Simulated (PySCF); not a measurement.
C5H9BOSi (SMILES C#C[C@H]1BC[SiH2]OC1)

| atom | x (Å) | y (Å) | z (Å) |
| --- | --- | --- | --- |
| C | 3.3287 | 0.9837 | 0.1013 |
| C | 2.2023 | 0.6820 | 0.3719 |
| C | 0.8336 | 0.3238 | 0.6806 |
| B | -0.2670 | 1.0144 | -0.2450 |
| C | -1.7183 | 0.9568 | 0.2722 |
| Si | -2.0133 | -0.9517 | 0.2424 |
| O | -0.6400 | -1.6362 | 0.7642 |
| C | 0.6591 | -1.2039 | 0.4752 |
| H | 4.3145 | 1.2562 | -0.1309 |
| H | 0.6599 | 0.5193 | 1.7460 |
| H | 0.0071 | 1.3306 | -1.3400 |
| H | -1.8402 | 1.2534 | 1.3129 |
| H | -2.4670 | 1.4811 | -0.3154 |
| H | -2.9605 | -1.4135 | 1.2453 |
| H | -2.3526 | -1.3706 | -1.1223 |
| H | 1.3339 | -1.7524 | 1.1415 |
| H | 0.9130 | -1.4610 | -0.5604 |

Geometry: GFN2-xTB.

Theory: PBE0/pcSseg-1, SCF density, gas phase, non-relativistic (PySCF 2.14.0).

Q: Predict the electron density and electron localisation function between the atoms.

A: C–C (1.20 Å): the density is about 2.8 e/Å³ at the midpoint; the ELF peaks at about 0.85 between the atoms: a multiple bond.
C–O (1.40 Å): the density is about 2.1 e/Å³ at the midpoint, with its minimum of 1.8 e/Å³ about 0.5 Å from C; the ELF peaks at about 0.90 between the atoms, as expected for a polar covalent bond.
C–H (1.05 Å): ρ is about 2.1 e/Å³ halfway; the ELF climbs to about 1 towards the hydrogen, as it does in any bond to H: an ordinary covalent bond to hydrogen.

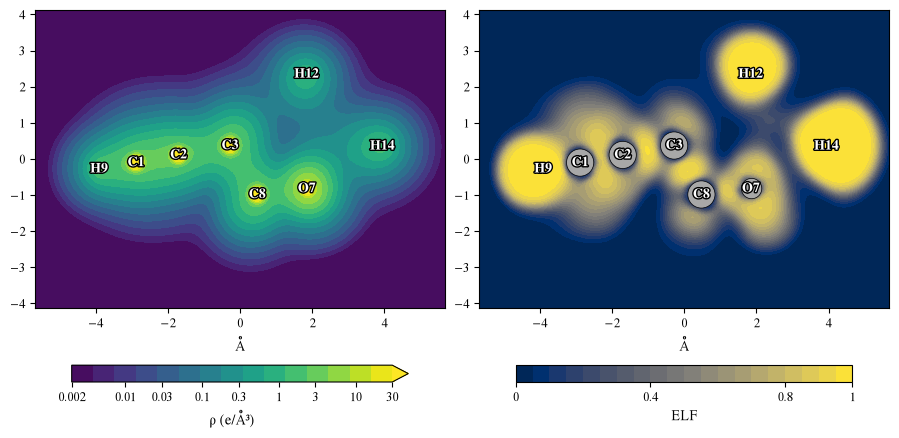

Computed electron density and electron localisation function on the plane of atoms C2, C3 and C8, in this order. Grey discs cover the atomic cores in the ELF map. 
